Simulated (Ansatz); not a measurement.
**Ga···Ga···Sb (charge +1): density, localisation and related maps**

```yaml
atoms:
  - { symbol: Ga, position_ang: [0.6846, 2.4756, 0.1021] }
  - { symbol: Ga, position_ang: [-1.5751, -2.0187, 0.2269] }
  - { symbol: Sb, position_ang: [0.8906, -0.4569, -0.3290] }
```

Geometry: r2SCAN-D4/def2-TZVP; core potentials replace the inner electrons of Sb.

Method: Ansatz, RKS PBE0-D4/def2-TZVP.

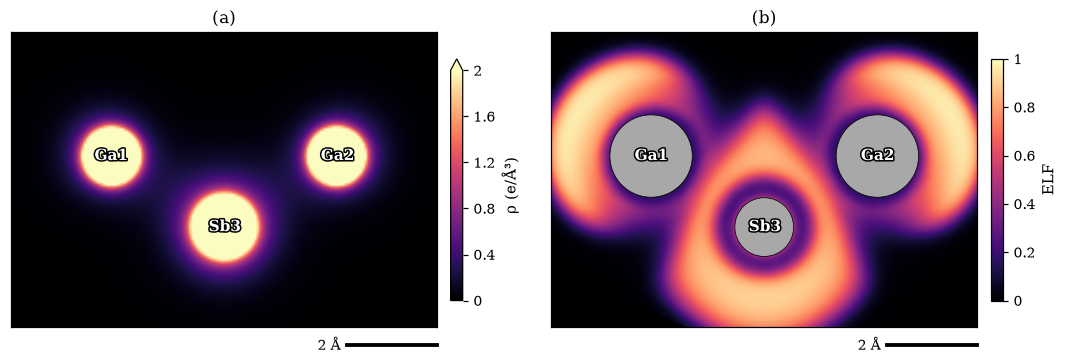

Figure 1. (a) electron density; (b) electron localisation function on the molecular plane. Grey discs cover the atomic cores in the ELF map.

> Describe what can be read from this map.

Atoms in the plane: Ga and Sb.
Ga1···Sb3 (2.97 Å): the density falls to about 0.27 e/Å³ on the way; the ELF dips to about 0.25 between them.
Ga–Sb (2.97 Å): ρ at the midpoint is about 0.29 e/Å³; the ELF is about 0.75 at the midpoint.

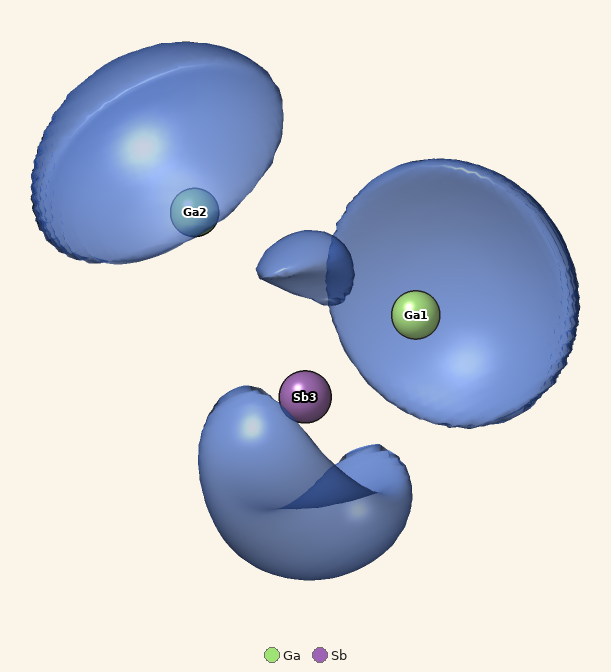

Figure 2. Isosurface of the electron localisation function at 0.8 (blue), seen at an oblique angle. Core shells and regions of very low density are left out.

> Where are the electrons localised?

The surface consists of two lobes on Ga, pointing away from the bonds (lone pairs) and two lobes on Sb, pointing away from the bonds (lone pairs).

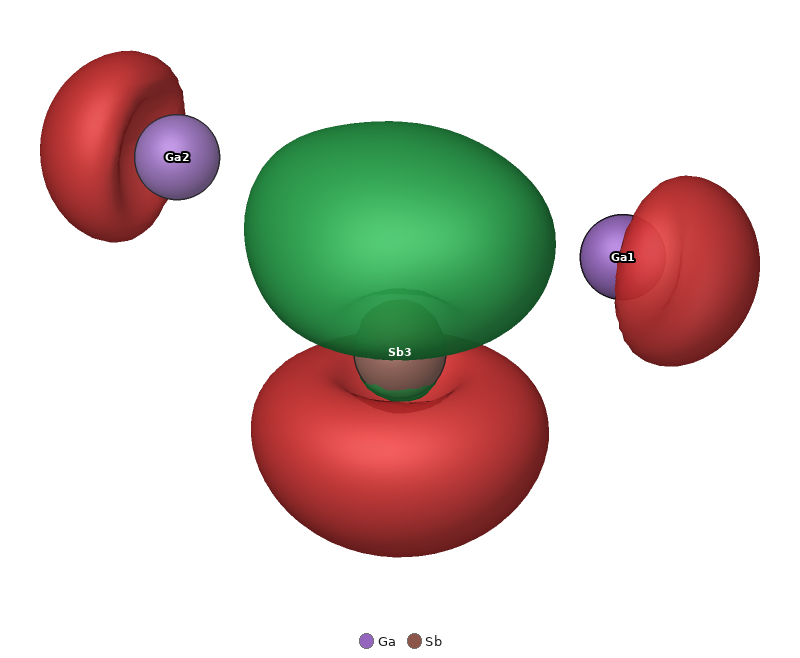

Figure 3. The HOMO at ±0.1 Å⁻³ᐟ² (green and red are the two phases), seen at a tilt.

> What is the character of this orbital?

Its weight (Hirshfeld) is mainly on Sb3 (about 70 %), Ga1 (about 15 %) and Ga2 (about 15 %); it is symmetric in the molecular plane (an in-plane orbital: σ, lone-pair or in-plane π type). Its energy is −9.97 eV.

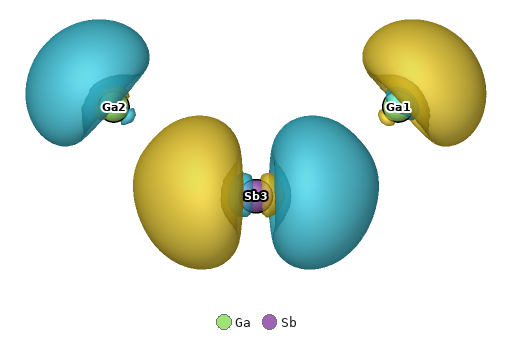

Figure 4. The HOMO−1 at ±0.1 Å⁻³ᐟ² (yellow and cyan are the two phases), seen at a tilt.

> Describe this orbital and give its energy.

It lies mainly on Sb3 (about 50 %), Ga1 (about 25 %) and Ga2 (about 25 %); it is symmetric in the molecular plane (an in-plane orbital: σ, lone-pair or in-plane π type). Its energy is −10.09 eV.
